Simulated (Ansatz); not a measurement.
## Run report: C3H7Cl, single-point calculation

- system: C3H7Cl
- method: RKS PBE-D4/def2-TZVPP (Ansatz 0.2.0)

The geometry comes from this level: PBE0-D4/def2-TZVP. Figures and captions count atoms from 1; the log counts them from 0 in places.

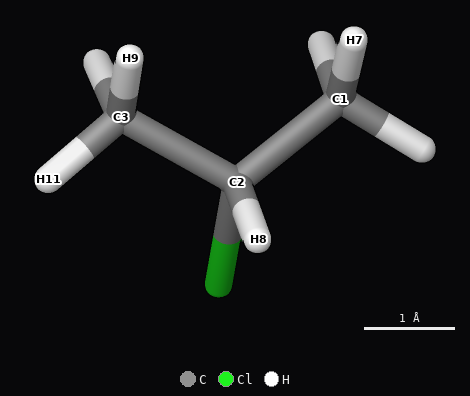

The structure as given in the input (stick view, seen at a tilt; atoms are numbered from 1 in the order of the input). Bond lengths as drawn: C–C 1.51 Å, C–Cl 1.80 Å and C–H 1.09 Å.

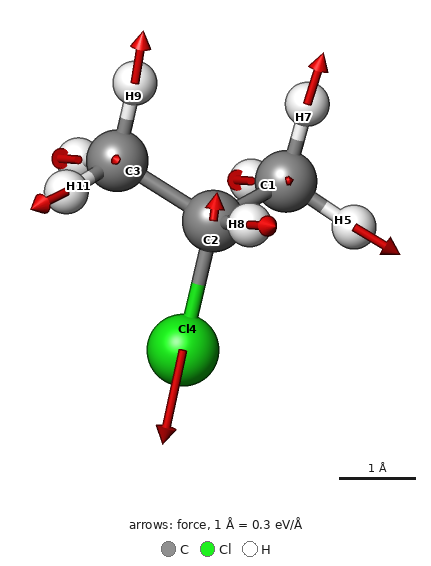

Forces on the atoms as red arrows (ball-and-stick view, seen at a tilt; atoms are numbered from 1 in the order of the input). The largest act on Cl4 (0.39 eV/Å); H8 (0.24 eV/Å); H5, H6, H7, H9, H10, H11 (0.22 eV/Å). The geometry is not a stationary point of this energy.

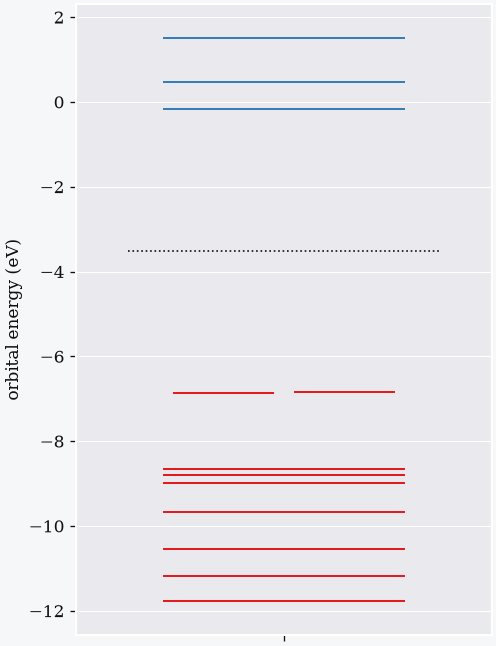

Orbital energies near the frontier; the dotted line parts filled from empty levels, and levels within 0.02 eV of each other stand side by side. Highest filled −6.85 eV, lowest empty −0.16 eV, 6.69 eV apart.

These pictures come from the run below.

The input:
```yaml
crystal:
  periodic: [false, false, false]
  atoms:
    - {symbol: C, position_ang: [-0.488195, 0.965337, -0.691949]}
    - {symbol: C, position_ang: [-0.009921, -0.430331, -0.367499]}
    - {symbol: C, position_ang: [0.650753, -0.535629, 0.986875]}
    - {symbol: Cl, position_ang: [-1.407555, -1.568605, -0.436956]}
    - {symbol: H, position_ang: [-0.967017, 1.002384, -1.670741]}
    - {symbol: H, position_ang: [-1.204595, 1.309900, 0.056778]}
    - {symbol: H, position_ang: [0.363142, 1.652230, -0.695854]}
    - {symbol: H, position_ang: [0.666090, -0.788054, -1.145958]}
    - {symbol: H, position_ang: [1.526280, 0.119385, 1.018851]}
    - {symbol: H, position_ang: [-0.038462, -0.227132, 1.775769]}
    - {symbol: H, position_ang: [0.974782, -1.556387, 1.191184]}
basis:
  gaussian: {orbitals: def2-TZVPP}
hamiltonian: {xc: pbe, dispersion: d4}
output: {forces: true, orbitals: {seedname: orbitals}}
```

Launched with:
```bash
ansatz run in.yaml --threads 4 --pin off --events-out ev --progress --plain --max-ram 10444MiB
```

The program's output:
```
Functional definition: PBE
  name "PBE"
  cite "Perdew, Burke & Ernzerhof, Phys. Rev. Lett. 77, 3865 (1996) doi:10.1103/PhysRevLett.77.3865"
  parent pbe
  parameter kappa = 0.804
  parameter beta = 0.06672455060314922
  exchange = pbe_x(kappa = kappa, mu = beta*pi^2/3)
  correlation = pbe_c(beta = beta)
1247 factors; their error is unknown
mean field evaluation 1: about -15725.3272 eV, gradient 7.9e1 eV
mean field evaluation 2: about -15694.2804 eV, gradient 1.3e2 eV
mean field evaluation 4: about -15739.8820 eV, gradient 1.2e1 eV
mean field evaluation 8: about -15740.1923 eV, gradient 2.1e-1 eV
mean field evaluation 16: about -15740.1536 eV, gradient 5.5e-4 eV
mean field -15740.15355370 eV, -578.4399740393 hartree, gradient 8.3e-6 eV, S^2 0.000000; 0 other end points of the search recorded, 0 dependent functions left out
the calculation of the forces begins
reference -15740.15359422 eV, -578.4399755283 hartree; 21, 21 occupied and 212, 212 virtual orbitals, 1247 factors
Total energy: -15740.35467669 eV, -578.4473651726 hartree
Atom 0 at    -0.488195     0.965337    -0.691949 Å, force     0.000374     0.021437    -0.024559 eV/Å
Atom 1 at    -0.009921    -0.430331    -0.367499 Å, force     0.078505     0.085226     0.022996 eV/Å
Atom 2 at     0.650753    -0.535629     0.986875 Å, force     0.026703    -0.013018     0.013850 eV/Å
Atom 3 at    -1.407555    -1.568605    -0.436956 Å, force    -0.298453    -0.255818    -0.026328 eV/Å
Atom 4 at    -0.967017     1.002384    -1.670741 Å, force    -0.096707     0.021549    -0.194771 eV/Å
Atom 5 at    -1.204595     1.309900     0.056778 Å, force    -0.142546     0.075841     0.146554 eV/Å
Atom 6 at     0.363142     1.652230    -0.695854 Å, force     0.164070     0.148967    -0.004505 eV/Å
Atom 7 at     0.666090    -0.788054    -1.145958 Å, force     0.148743    -0.074242    -0.167227 eV/Å
Atom 8 at     1.526280     0.119385     1.018851 Å, force     0.179938     0.128044     0.018844 eV/Å
Atom 9 at    -0.038462    -0.227132     1.775769 Å, force    -0.131856     0.061645     0.162406 eV/Å
Atom 10 at     0.974782    -1.556387     1.191184 Å, force     0.071229    -0.199632     0.052741 eV/Å
Dipole moment:     0.321743     0.280534     0.032526 e Å
```

Key numbers:

| quantity | value |
| --- | --- |
| outcome | converged |
| total energy | −15740.3547 eV |
| mean-field energy | −15740.1536 eV |
| dispersion energy | −0.2011 eV |
| SCF solution under orbital rotations | stable |
| HOMO | −6.85 eV |
| LUMO | −0.16 eV |
| largest force (length of the vector) | 0.394 eV/Å |
| dipole moment | 2.06 D |
| hardware | 4 threads of Arm Neoverse V1, 23 GiB of memory available, shared host |
| wall time | 1.9 s (CPU time 7 s) |
| peak memory | 0.27 GiB |
